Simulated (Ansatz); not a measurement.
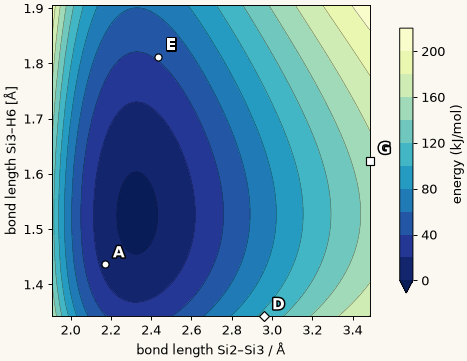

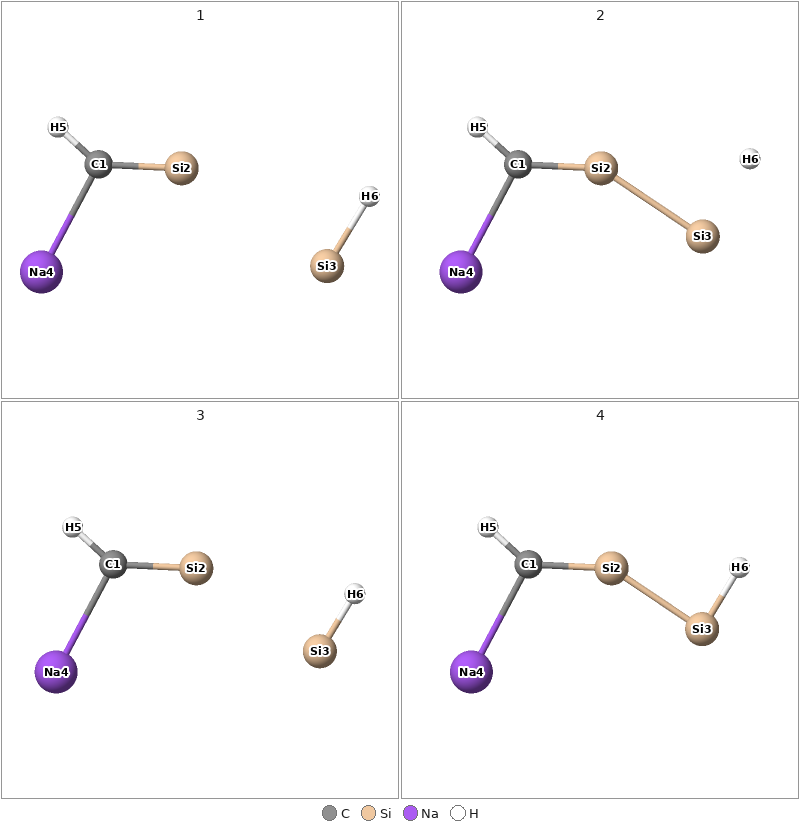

CH2NaSi2, charge +1. 
- The first coordinate is: bond length Si2–Si3; the second: bond length Si3–H6.
- Nothing is relaxed (all other coordinates rigid).
- Grid: 7 × 7 points.
- Energies: kJ/mol, counted from the lowest grid point.
- The reference is spin-restricted, which grows unreliable where a bond is stretched far.
- Computed with Ansatz, RKS PBE0-D4/def2-SVP.

The picture shows filled contours, lettered points. Between grid points the surface is interpolated. The numbered pictures are the structures at these points, in random order.

Which structure belongs to which point?

Answer. A is structure 4: bond length Si2–Si3 = 2.169 Å, bond length Si3–H6 = 1.436 Å, 15 kJ/mol; D is structure 3: bond length Si2–Si3 = 2.959 Å, bond length Si3–H6 = 1.342 Å, 105 kJ/mol; E is structure 2: bond length Si2–Si3 = 2.432 Å, bond length Si3–H6 = 1.812 Å, 42 kJ/mol; G is structure 1: bond length Si2–Si3 = 3.486 Å, bond length Si3–H6 = 1.624 Å, 152 kJ/mol.
